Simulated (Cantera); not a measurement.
A closed system holds: 1 mol CaCO3, 0.27 mol C, 0.056 mol CO2, held at 0.00210 bar.

Method: chemical equilibrium by Gibbs-energy minimisation in Cantera with the NASA 1993 tables (ideal gas, pure condensed phases). Candidate condensed phases: C, Ca, CaCO3, CaO; 15 gas species. Equilibrium is a limit: real reactors are often held back by kinetics, nucleation or transport.

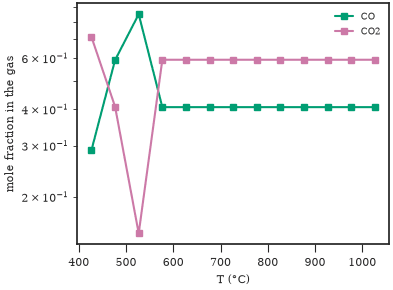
Figure. Equilibrium gas composition (values under 1e-9 drawn at 1e-9)

From 427 °C to 527 °C the condensed part is C(graphite) + CaCO3(calcite). From 577 °C to 1027 °C the condensed part is CaO(s).
